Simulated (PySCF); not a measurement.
**C$_{4}$H$_{10}$OSi (SMILES CCO[SiH]1CC1): density, localisation and related maps**

Input file:

```
{"job": {"kind": "nmr", "xc": "PBE0", "basis": "pcSseg-1", "pop": false}, "charge": 0, "multiplicity": 1}
C      1.902500    -0.359400    -0.806100
C      0.672200     0.273700    -0.095700
O      0.421600    -0.419800     1.074600
Si    -1.098700    -0.786100     1.599000
C     -2.656400    -0.672400     0.435200
C     -2.462100     0.474800     1.470200
H      1.568400    -1.182200    -1.401200
H      2.485700    -0.749300     0.103700
H      2.409200     0.465900    -1.317400
H      1.023300     1.240900     0.255500
H     -0.234000     0.349800    -0.805600
H     -1.015300    -1.747900     2.671800
H     -2.443900    -0.344000    -0.512000
H     -3.506800    -1.252100     0.405600
H     -2.277100     1.402800     0.951800
H     -3.208800     0.469400     2.220400
```

Command:

```sh
OMP_NUM_THREADS=1 python probes_run.py task.json out
```

Geometry: GFN2-xTB, MD frame at 250 fs, 400 K.

Level of theory: PBE0/pcSseg-1, SCF density, gas phase, non-relativistic in PySCF 2.14.0.

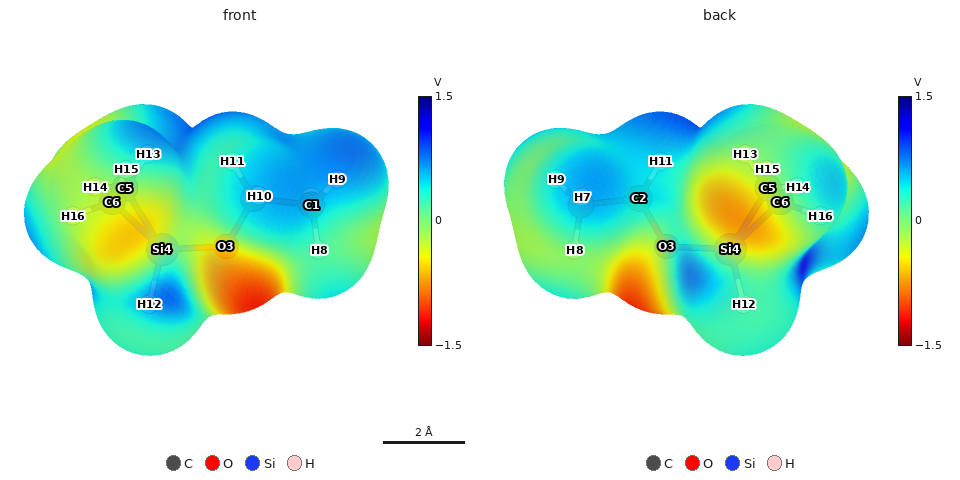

Figure 1. The electrostatic potential painted on the density surface at 0.002 e/bohr³, seen from the front and from behind; red is negative and blue positive.

Q: Which sites attract a positive test charge, and which a negative one?

A: A positive charge is drawn to the negative regions and a negative charge to the positive ones. The most negative region (about −1.1 V) lies over O3, the most positive (about +0.9 V) over Si4 and H11. O3 is the likeliest acceptor of a hydrogen bond.

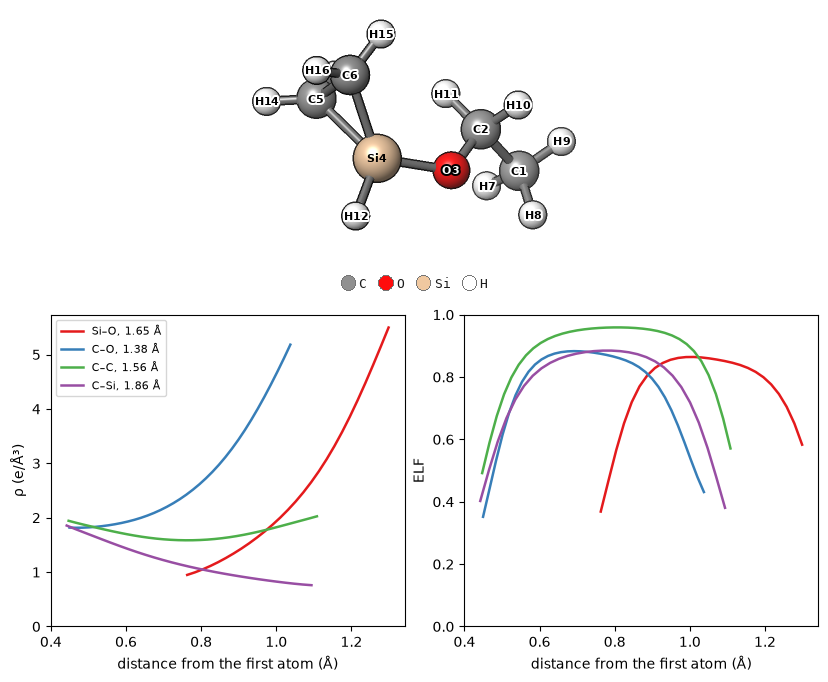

Figure 2. Total electron density and ELF along straight lines between neighbouring atoms. The curves leave out the atomic cores. The structure is drawn too.

Q: Compare the contacts.

A: Si–O (1.65 Å): the density is about 1.1 e/Å³ at the midpoint; the ELF peaks at about 0.85 between the atoms (a polar covalent bond).
C–O (1.38 Å): ρ is about 2.1 e/Å³ halfway, with its minimum of 1.8 e/Å³ about 0.5 Å from C; the ELF peaks at about 0.90 between the atoms: a shared but strongly polarised pair.
C–C (1.56 Å): ρ at the midpoint is about 1.6 e/Å³; the ELF peaks at about 0.95 between the atoms; a shared electron pair.
C–Si (1.86 Å): ρ at the midpoint is about 0.89 e/Å³; the ELF peaks at about 0.90 between the atoms, as expected for a covalent bond.
